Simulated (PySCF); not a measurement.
# Cl2HfS: changing the method

Starting from one script, swap the method and compare what comes out for Cl2HfS.

Program: PySCF 2.14.0. Level of theory: method and basis as typed in the scripts. These are calculated values, not measurements.

5 further runs of the same task are left out: 1 for a known fault of the program, 4 that didn't finish.

## 1. Starting geometry

Cl2HfS: 4 atoms, charge 0, spin multiplicity 1.

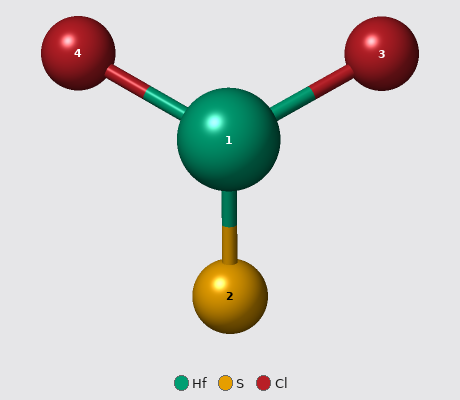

Start geometry, drawn with hafnium teal, sulfur amber, chlorine red; atoms are numbered from 1 in the order of the file.

## 2. Base script

input.py

```python
from pyscf import gto, scf, mp

mol = gto.M(
    atom='Hf -0.0108 -0.0187 0.2471; S -1.0663 -1.8469 -0.4453; Cl 2.2329 -0.0878 -0.4656; Cl -1.1925 1.8899 -0.4656',
    basis='sbkjc',
    ecp={'Hf': 'sbkjc', 'S': 'sbkjc', 'Cl': 'sbkjc'},
    charge=0,
    spin=0,
    verbose=3,
)
mf = scf.RHF(mol)
mf.level_shift = 0.3
mf.kernel()
mp.MP2(mf).kernel()
mf.dip_moment()
print('orbital energies (hartree):', mf.mo_energy[..., max(0, mol.nelec[1]-3):mol.nelec[0]+3].round(4))
```

Command:

```bash
$ OMP_NUM_THREADS=1 python input.py
```

## 3. Lda,vwn (RKS)

Variant 1 changes functional: none (Hartree–Fock) → lda,vwn; SCF type: RHF → RKS; step after the SCF: mp2 → analyze.

Changes to input.py since step 2:

```diff
@@ -1,2 +1,2 @@
-from pyscf import gto, scf, mp
+from pyscf import gto, dft
 
@@ -10,6 +10,6 @@
 )
-mf = scf.RHF(mol)
+mf = dft.RKS(mol, xc='lda,vwn')
 mf.level_shift = 0.3
 mf.kernel()
-mp.MP2(mf).kernel()
+mf.mulliken_pop()
 mf.dip_moment()
```

## 4. TDHF

Variant 2 changes step after the SCF: mp2 → tddft; number of roots: none → 3.

Changes to input.py since step 2:

```diff
@@ -1,2 +1,2 @@
-from pyscf import gto, scf, mp
+from pyscf import gto, scf, tdscf
 
@@ -13,3 +13,6 @@
 mf.kernel()
-mp.MP2(mf).kernel()
+td = tdscf.TDHF(mf)
+td.nstates = 3
+td.kernel()
+td.analyze(verbose=3)
 mf.dip_moment()
```

## 5. M06l (RKS)

Variant 3 changes functional: none (Hartree–Fock) → m06l; SCF type: RHF → RKS; step after the SCF: mp2 → analyze.

Changes to input.py since step 2:

```diff
@@ -1,2 +1,2 @@
-from pyscf import gto, scf, mp
+from pyscf import gto, dft
 
@@ -10,6 +10,6 @@
 )
-mf = scf.RHF(mol)
+mf = dft.RKS(mol, xc='m06l')
 mf.level_shift = 0.3
 mf.kernel()
-mp.MP2(mf).kernel()
+mf.mulliken_pop()
 mf.dip_moment()
```

Q: Predict the outcome of this session. Wanted: for each run, E(SCF); from base; SCF dipole; after the SCF.

The runs gave:

| run | E(SCF) (hartree) | from base (eV) | SCF dipole (D) | after the SCF |
| --- | --- | --- | --- | --- |
| base | -87.776790 | 0 | 5.91 | MP2 correlation -7.621 eV |
| lda,vwn (RKS) | -88.732425 | not comparable | 4.46 | n/a |
| TDHF | -87.776790 | 0.0000 | 5.91 | lowest root found 3.20 eV |
| m06l (RKS) | -88.981520 | not comparable | 4.86 | n/a |

What this shows: A lower total energy from another functional means nothing by itself. The dearest run is “m06l (RKS)”, at 25 s against 2.1 s.
